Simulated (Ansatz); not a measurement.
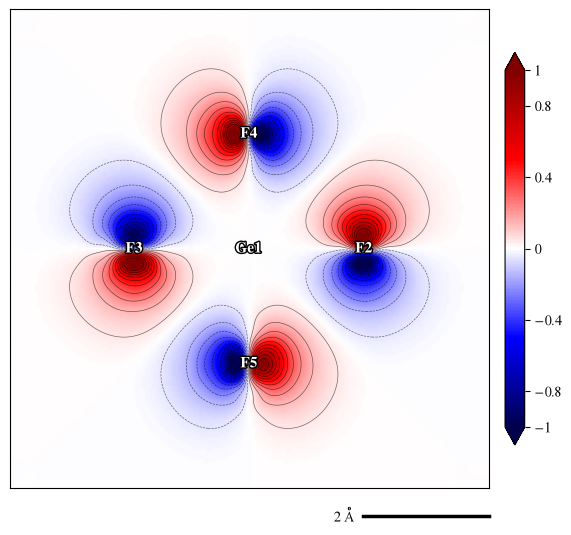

Figure 1: F6Ge (charge −2). The HOMO on the plane of atoms F2, Ge1 and F4 (values in Å⁻³ᐟ²; the overall sign is arbitrary).

The highest occupied orbital lies above zero, a sign that basis and functional describe the outermost electron poorly.

These are results of DFT B3LYP, Gaussian basis def2-SVP (Ansatz 0.2.0), not measurements.

```yaml
atoms:
  - { symbol: Ge, position_ang: [0.0000, 0.0000, 0.0000] }
  - { symbol: F, position_ang: [1.8310, 0.0000, 0.0000] }
  - { symbol: F, position_ang: [-1.8310, 0.0000, 0.0000] }
  - { symbol: F, position_ang: [0.0000, 1.8310, 0.0000] }
  - { symbol: F, position_ang: [0.0000, -1.8310, 0.0000] }
  - { symbol: F, position_ang: [0.0000, 0.0000, 1.8310] }
  - { symbol: F, position_ang: [0.0000, 0.0000, -1.8310] }
```

Question: Where does this orbital lie, and at what energy?

Answer: By Hirshfeld shares it lies mainly on F2 (about 25 %), F3 (about 25 %), F4 (about 25 %) and F5 (about 25 %); it is gerade (even under inversion); largely a combination of lone pairs on F2, F3, F4 and F5. It is one of a degenerate set, so its orientation is arbitrary. Its energy is 1.77 eV.
